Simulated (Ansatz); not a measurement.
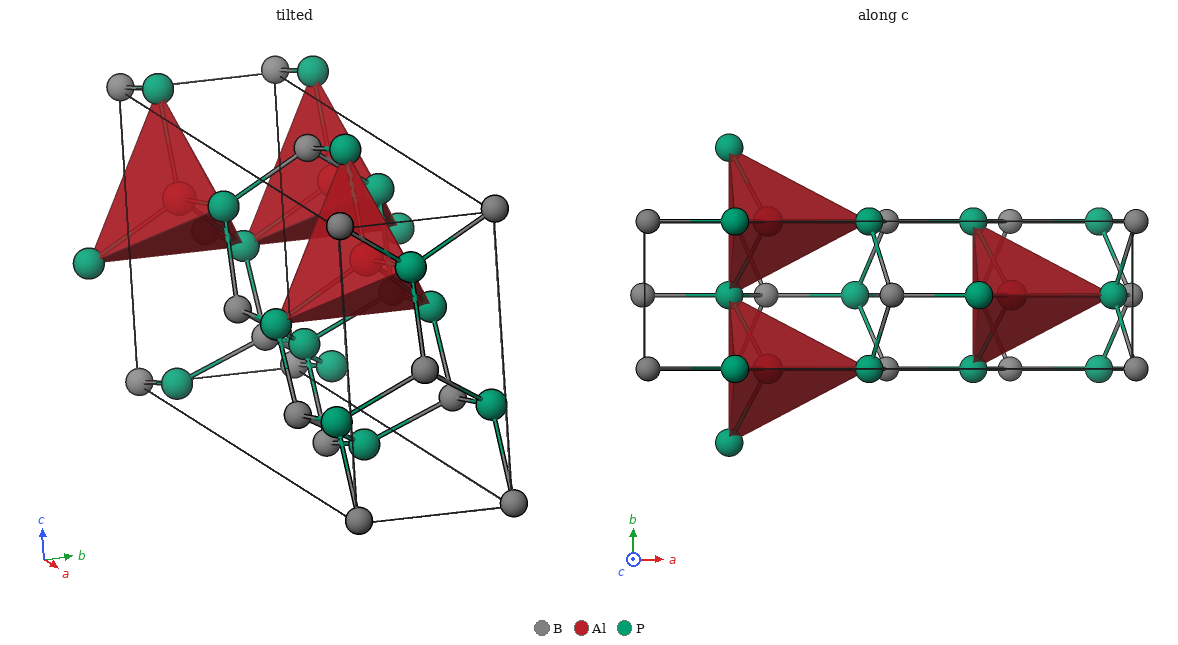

The figure gives a polyhedral picture of the atoms, viewed slightly off an axis and along the c axis. Lines trace the edges of the conventional unit cell. Some atoms of the next cells are drawn as well.

AlB3P4, space group Cm (No. 8), a = 11.236 Å, b = 3.349 Å, c = 5.926 Å, α = 90.00°, β = 99.44°, γ = 90.00°. It goes back to a structure type filled with these elements by a generator (whether the compound takes this form wasn't checked). Earlier steps of the study, as a rule a relaxation of our own, may have changed the cell and positions, so they can lie some per cent off the listed ones. It went into a calculation with Ansatz.

This one geometry was computed with Ansatz (DFT, plane waves, PAW) at four levels of theory: HSE06, PBE0, PBE and r2SCAN. It was relaxed beforehand with r2SCAN.

### Which level gives the highest pressure at this volume, and what does that say about its equilibrium volume?

Highest: PBE (1.1 GPa), which points to the largest equilibrium volume. Lowest, with the smallest volume: HSE06 (-0.9 GPa) and PBE0 (-1.1 GPa). Levels within 0.5 GPa of each other can't be told apart.

### How does the band gap change with the level of theory?

PBE: a gap of 0.53 eV, indirect; r2SCAN: a gap of 0.72 eV, indirect; HSE06: a gap of 1.21 eV, indirect; PBE0: a gap of 1.90 eV, indirect.

### Collect the results in a table.

| level | cutoff (eV) | k-mesh of the run's cell | gap (eV) | pressure (GPa) |
| --- | --- | --- | --- | --- |
| HSE06 | 420 | 4×4×4 | 1.21 | -0.9 |
| PBE0 | 420 | 4×4×4 | 1.90 | -1.1 |
| PBE | 420 | 8×8×4 | 0.53 | 1.1 |
| r2SCAN | 500 | 8×8×4 | 0.72 | 0.0 |

Gaps are taken on the k-mesh or band path of each run.
